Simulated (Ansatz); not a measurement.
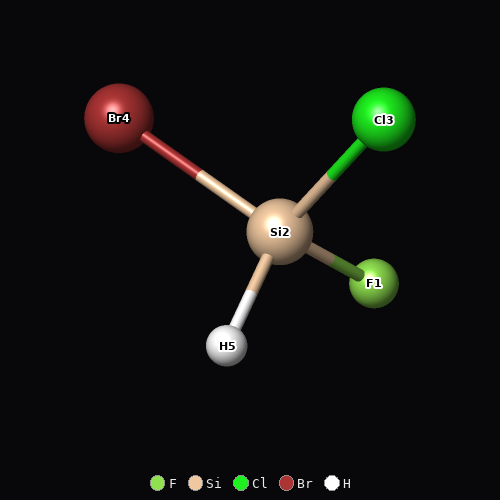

The system is BrClFHSi, SMILES F[SiH](Cl)Br; the picture shows the grid point nearest to the relaxed geometry. Two internal coordinates are moved rigidly from the geometry relaxed at PBE0-D4/def2-TZVP, all others fixed. Coordinates scanned: (1) bond Si2–Cl3; (2) angle Cl3–Si2–H5. The scan uses a 5 × 5 grid. Points are written as (first, second). Energies are in eV, from the lowest grid point. Computed with Ansatz 0.2.0, RKS PBE-D4/def2-TZVPP.

Its coordinates:

```yaml
atoms:
  - { symbol: F, position_ang: [-1.4112, 0.7133, 0.3260] }
  - { symbol: Si, position_ang: [-0.0086, 0.1001, -0.0736] }
  - { symbol: Cl, position_ang: [1.2022, 0.2949, 1.4489] }
  - { symbol: Br, position_ang: [-0.2930, -2.0152, -0.5608] }
  - { symbol: H, position_ang: [0.5177, 0.8266, -1.2362] }
```

Range: bond Si2–Cl3 from 1.782 to 2.834 Å; angle Cl3–Si2–H5 from 92.2 to 128.2°.

### What will the energy surface look like?

The lowest grid point is at (1.955 Å, 110.2°). The bottom of the well lies between grid points, at about (2.045 Å, 110°), about 0.081 eV lower on the interpolated surface. No other kind of well shows on this grid. The highest grid point, (2.834 Å, 128.2°), lies 2.10 eV above the lowest. Round the minimum the two coordinates are nearly uncoupled.

| angle Cl3–Si2–H5 ↓, bond Si2–Cl3 → | 1.782 | 1.955 | 2.209 | 2.506 | 2.834 |
| --- | --- | --- | --- | --- | --- |
| 128.2 | 1.25 | 0.32 | 0.36 | 1.13 | 2.10 |
| 119.2 | 0.97 | 0.08 | 0.18 | 0.99 | 2.00 |
| 110.2 | 0.87 | 0.00 | 0.11 | 0.94 | 1.96 |
| 101.2 | 0.95 | 0.07 | 0.17 | 0.98 | 1.99 |
| 92.2 | 1.23 | 0.30 | 0.35 | 1.12 | 2.08 |

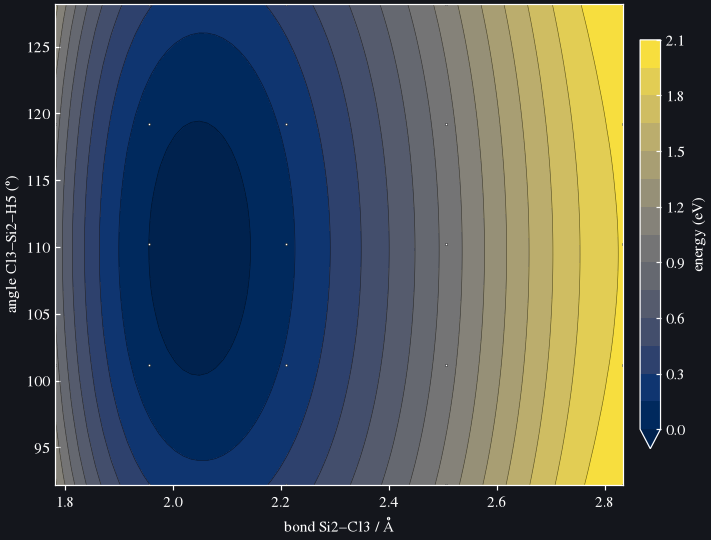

The picture shows filled contours, dots at the grid points. Between grid points the surface is interpolated.
